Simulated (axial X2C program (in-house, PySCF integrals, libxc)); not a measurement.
**A two-component session on InSe⁺: properties at the nuclei**

Aim: properties at the nuclei of InSe⁺, with spin–orbit coupling in the Hamiltonian from the start.

Method: two-component X2C with atomic mean-field terms, In dyall-cv3z, Se dyall-cv3z; program: an in-house X2C program for linear molecules on PySCF integrals.

All values are calculated.

## Step 1: Input

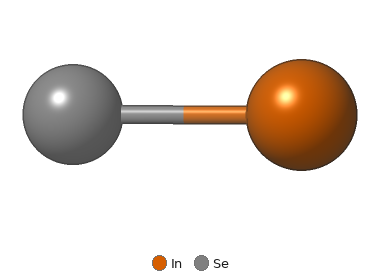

The two atoms at 2.430 Å (indium orange, selenium grey).

task.json reads:

```json
{"zs": [49, 34], "q": 1, "bas": ["dyall-cv3z", "dyall-cv3z"], "r0": 2.43, "levels": ["PBE0", "HF", "B3LYP", "PBE50", "TPSSh"], "nst": 3}
```

Keys: zs atomic numbers; q charge; bas basis sets; r0 starting distance in Å; levels methods (HF also brings MP2); nst determinants followed.

Launch:

```sh
python soeom.py task.json out
```

After this run come: Expectation values, lowest determinant; Expectation values, a higher determinant; Expectation values, a higher determinant.

**Question.** What will these runs give? Wanted: lowest determinant; Eeff magnitude; Ws magnitude In; A∥/gI In; qzz In; higher determinant (for each run or level that gives them).

The runs gave:

| quantity | value |
| --- | --- |
| lowest determinant | Ω = 2 (excess of +ω over −ω: ω = 1/2, ω = 3/2) |
| Eeff magnitude (GV/cm), PBE0 | 12.8 |
| Ws magnitude In (kHz), PBE0 | 3.79 |
| A∥/gI In (MHz), PBE0 | 682 |
| qzz In (a.u.), PBE0 | -1.90 |
| higher determinant | Ω = 1 (excess of +ω over −ω: ω = -1/2, ω = 3/2) |
| Eeff magnitude (GV/cm), PBE0, higher determinant | 9.29 |
| Ws magnitude In (kHz), PBE0, higher determinant | 5.48 |
| A∥/gI In (MHz), PBE0, higher determinant | -712 |
| qzz In (a.u.), PBE0, higher determinant | -2.71 |
| higher determinant | Ω = 1 (excess of +ω over −ω: 2 × ω = 1/2) |
| Eeff magnitude (GV/cm), PBE0, higher determinant | 12.8 |
| Ws magnitude In (kHz), PBE0, higher determinant | 7.63 |
| A∥/gI In (MHz), PBE0, higher determinant | 1690 |
| qzz In (a.u.), PBE0, higher determinant | -2.18 |

In words: In the first state, the effective field runs from 11.7 to 19.2 GV/cm over the mean-field levels. The expectation values come from single determinants, which for open shells can mix terms of unlike spin or miss the lowest Ω, so a determinant need not be a state. Eeff is the effective electric field on the electron dipole moment in this Ω state and Ws the scalar–pseudoscalar constant (defined with the proton number Z and per Ω); A∥ is the parallel hyperfine constant, which follows by multiplying with the nuclear g factor gI = μI/(I μN); qzz is the electric field gradient, eQq0 = 234.96 MHz × Q/barn × qzz. The operators were transformed with the bare-nucleus X2C matrices.
